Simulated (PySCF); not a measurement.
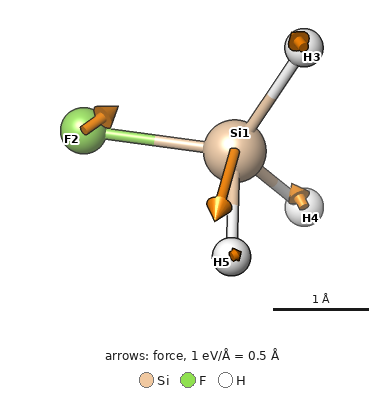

Starting geometry of SiH$_{3}$F with the computed forces as orange arrows. Style: ball-and-stick. Shown from a free direction.

It is one of the separated reactants of a reaction.

Computed with RKS PBE0-D4/def2-TZVP, density fitting (PySCF 2.14.0). 

Question: Is this structure relaxed? If not, where do the atoms go?

Answer: It isn't relaxed: the largest force vector, on Si1, is 2.07 eV/Å. The final displacements follow the starting forces only in part (cosine between the two patterns 0.78). The largest move after the best rigid fit is that of F2, 0.13 Å. Largest moves by element: F 0.13 Å, Si 0.12 Å, H 0.11 Å. Among the contacts that change: Si1–F2 1.617 → 1.600 Å, Si1–H5 1.499 → 1.482 Å, Si1–H3 1.487 → 1.482 Å. Bond angles that change, for instance: F2–Si1–H5 99.1° → 108.3°, F2–Si1–H3 116.2° → 108.3°, H3–Si1–H5 103.7° → 110.6°. After 9 geometry steps the energy has fallen by 5.51 kcal/mol. Cost: 20 s on 4 threads of Arm Neoverse V2, on a shared host.
